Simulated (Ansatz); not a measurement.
## Run report: C2H6BF2N, single-point calculation

System: C2H6BF2N.
Method: RKS PBE0-D4/def2-TZVPP (Ansatz 0.2.0).

The geometry comes from this level: PBE0-D4/def2-TZVP.

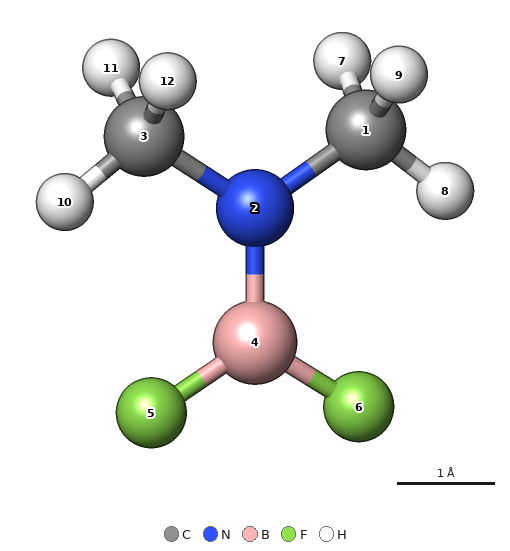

**Figure 1.** The input geometry (ball-and-stick view, seen at a tilt; atoms are numbered from 1 in the order of the input). Bond lengths as drawn: B–F 1.33 Å, B–N 1.39 Å, C–H 1.09 to 1.10 Å and C–N 1.44 Å.

## Summary

```csv
quantity,value
outcome,converged
total energy,−9770.1272 eV
mean-field energy,−9769.9452 eV
dispersion energy,−0.1820 eV
SCF solution under orbital rotations,stable
HOMO,−7.36 eV
LUMO,0.83 eV
hardware,"4 threads of Arm Neoverse V1, 23 GiB of memory available, shared host"
wall time,3.4 s (CPU time 12 s)
peak memory,0.64 GiB
```

## Input
```yaml
crystal:
  periodic: [false, false, false]
  atoms:
    - {symbol: C, position_ang: [-0.660004, -0.879709, -0.803097]}
    - {symbol: N, position_ang: [-0.045030, 0.146605, 0.003790]}
    - {symbol: C, position_ang: [1.070789, -0.301012, 0.802017]}
    - {symbol: B, position_ang: [-0.492855, 1.465015, 0.011348]}
    - {symbol: F, position_ang: [0.091503, 2.396705, 0.765269]}
    - {symbol: F, position_ang: [-1.526357, 1.855763, -0.735050]}
    - {symbol: H, position_ang: [0.063966, -1.310434, -1.504348]}
    - {symbol: H, position_ang: [-1.489036, -0.464805, -1.373582]}
    - {symbol: H, position_ang: [-1.042042, -1.692876, -0.175232]}
    - {symbol: H, position_ang: [1.478086, 0.527258, 1.379051]}
    - {symbol: H, position_ang: [1.866447, -0.707259, 0.166948]}
    - {symbol: H, position_ang: [0.761533, -1.090351, 1.496786]}
basis:
  gaussian: {orbitals: def2-TZVPP}
hamiltonian: {xc: pbe0, dispersion: d4}
output: {orbitals: {seedname: orbitals}}
```

Launched with:
```bash
ansatz run in.yaml --threads 4 --pin off --events-out ev --progress --plain --max-ram 10444MiB
```

## Log
```
Functional definition: PBE0
  name "PBE0"
  cite "Adamo & Barone, J. Chem. Phys. 110, 6158 (1999) doi:10.1063/1.478522"
  cite "Perdew, Burke & Ernzerhof, Phys. Rev. Lett. 77, 3865 (1996) doi:10.1103/PhysRevLett.77.3865"
  parent pbe
  parameter a = 0.25
  parameter kappa = 0.804
  parameter beta = 0.06672455060314922
  exchange = (1 - a)*pbe_x(kappa = kappa, mu = beta*pi^2/3) + a*exact_x
  correlation = pbe_c(beta = beta)
1350 factors; their error is unknown
mean field evaluation 1: about -9761.6114 eV, gradient 6.5e1 eV
mean field evaluation 2: about -9756.3310 eV, gradient 8.2e1 eV
mean field evaluation 4: about -9769.9076 eV, gradient 3.9e0 eV
mean field evaluation 8: about -9769.9260 eV, gradient 6.1e-2 eV
mean field evaluation 16: about -9769.9452 eV, gradient 4.1e-5 eV
mean field -9769.94515830 eV, -359.0388622609 hartree, gradient 4.1e-5 eV, S^2 0.000000; 0 other end points of the search recorded, 0 dependent functions left out
reference -9769.94519310 eV, -359.0388635398 hartree; 24, 24 occupied and 246, 246 virtual orbitals, 1350 factors
Total energy: -9770.12718049 eV, -359.0455514529 hartree
```

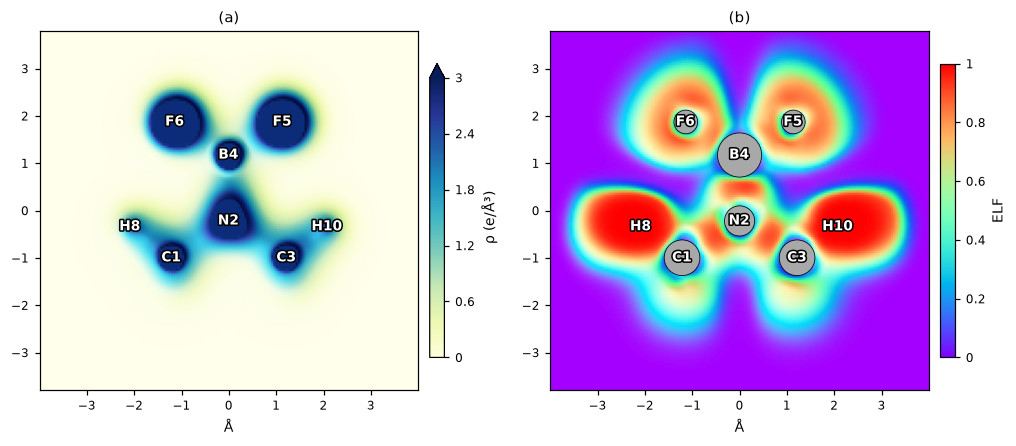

**Figure 2.** (a) electron density; (b) electron localisation function on the plane of atoms N2, C1 and H8. Grey discs, where drawn, cover atomic cores. The section cuts through C, N, B, F and H sites.

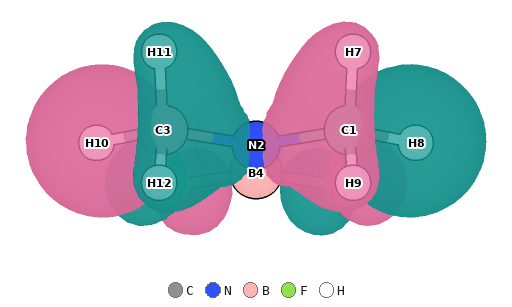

**Figure 3.** The HOMO−1 at ±0.1 Å⁻³ᐟ² (teal and pink are the two phases), seen from the side. Its weight (Hirshfeld) is mainly on C1 (20 %), C3 (20 %), H8 (15 %) and H10 (15 %). Its energy is −10.70 eV.

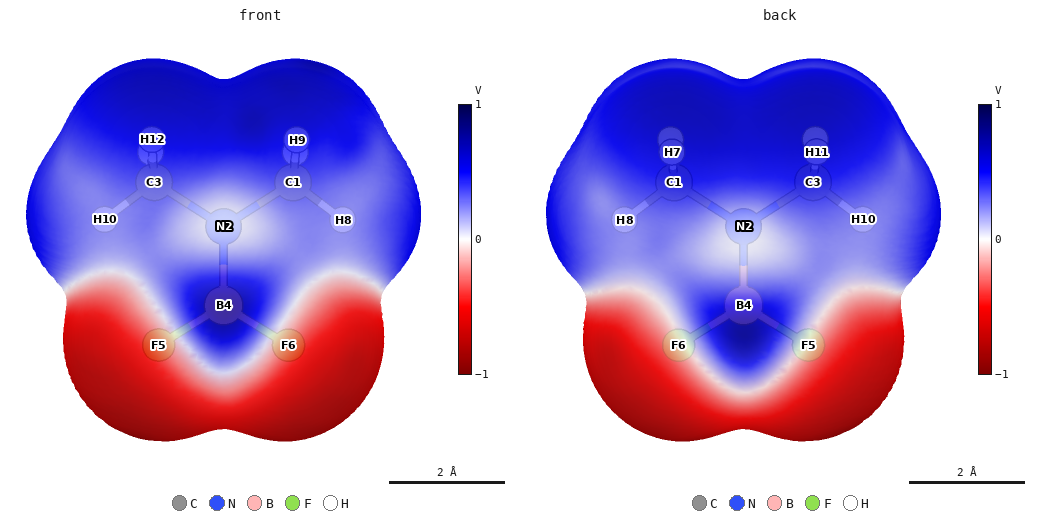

**Figure 4.** The electrostatic potential painted on the density surface at 0.001 e/bohr³, seen face on and from behind; the colour scale runs from red (negative) to blue (positive). A positive charge is drawn to the negative regions and a negative charge to the positive ones.

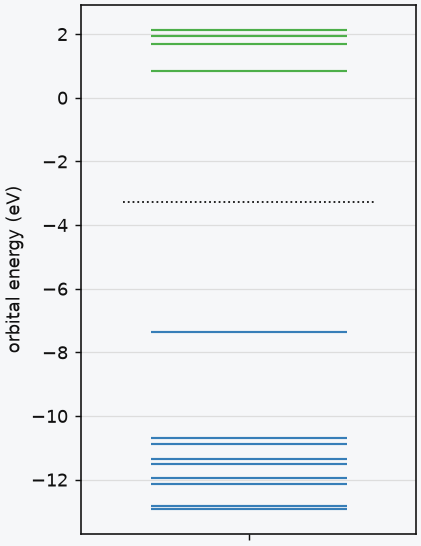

**Figure 5.** Orbital energies near the frontier; the dotted line parts filled from empty levels, and levels within 0.02 eV of each other stand side by side. Highest filled −7.36 eV, lowest empty 0.83 eV, 8.19 eV apart.
